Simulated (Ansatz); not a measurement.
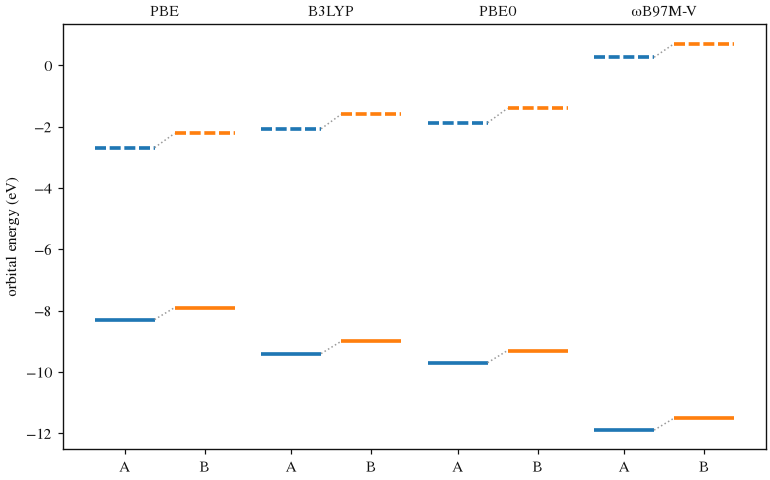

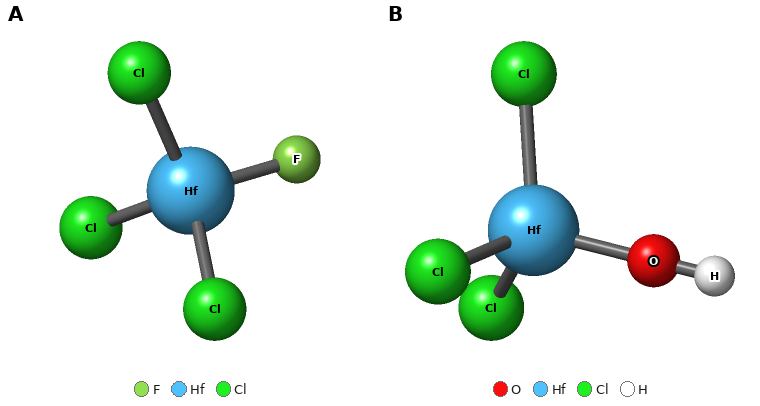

One change: A, HfCl₃F (SMILES [F][Hf]([Cl])([Cl])[Cl]), becomes B, HfHOCl₃ (SMILES [OH][Hf]([Cl])([Cl])[Cl]). F on Hf is replaced by OH. HOMO (solid) and LUMO (dashed) computed in def2-TZVPP at PBE0-D4/def2-TZVP geometries, both minima by their frequencies, gas phase, the Ansatz code 0.2.0. Empty levels above zero depend strongly on the basis.

Question: What does the change do to HOMO and LUMO?

Answer: PBE: the HOMO rises by 0.39 eV, the LUMO rises by 0.46 eV, and the separation goes from 5.61 to 5.68 eV. B3LYP: the HOMO rises by 0.40 eV, the LUMO rises by 0.47 eV, and the separation goes from 7.33 to 7.40 eV. PBE0: the HOMO rises by 0.40 eV, the LUMO rises by 0.47 eV, and the separation goes from 7.83 to 7.90 eV. ωB97M-V: the HOMO rises by 0.39 eV, the LUMO rises by 0.44 eV, and the separation goes from 12.16 to 12.21 eV.

Question: Do the functionals agree on the effect?

Answer: They agree on the direction for both levels; the HOMO shift lies between 0.39 and 0.40 eV and the LUMO shift between 0.44 and 0.47 eV, while the separations themselves differ by up to 6.6 eV between functionals.

Note: core potentials past krypton; spin-orbit coupling is left out, and with Hf it can shift these values.
